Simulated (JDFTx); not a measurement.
| Item | Result |
|---|---|
| surface | Ta(110) |
| bulk | Ta, Im-3m, lattice of mp-50 (not re-optimised) |
| slab | 4 atoms in 4 planes, 1x1, 6.9 Å between the outermost planes |
| in-plane cell | 2.866 × 2.866 Å, 7.75 Å² |
| cell height | 23.0 Å |
| sampling | 8×8×1 k mesh, Fermi smearing 0.01 Ha, no spin polarisation |

Computed with JDFTx (a modified build): PBE, GBRV ultrasoft potentials, plane waves to 20/100 Ha. Liquid on both sides: CANDLE, water, 0.5 M NaF; nuclei fixed, outer atoms relaxed in vacuum. The electron chemical potential μ is absolute (zero in the bulk liquid) and is turned into a potential by U = −μ/e − 4.44 V vs SHE, a convention. The surface is an ideal bare cut with both faces alike: no reconstruction, overlayer or explicit solvent molecules. At negative charge CANDLE's numbers also depend on the cell height, by up to tenths of a volt. Convergence in thickness and k mesh wasn't tested for this slab.

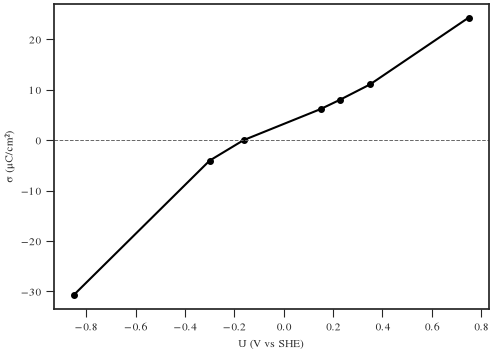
*Surface charge density of Ta(110) against potential*

Task: Read off the potential of zero charge and the mean capacitance σ/(U − U_pzc) at the computed point just above it.

Result: U_pzc ≈ -0.2 V. At 0.15 V it is about 20 μF/cm².
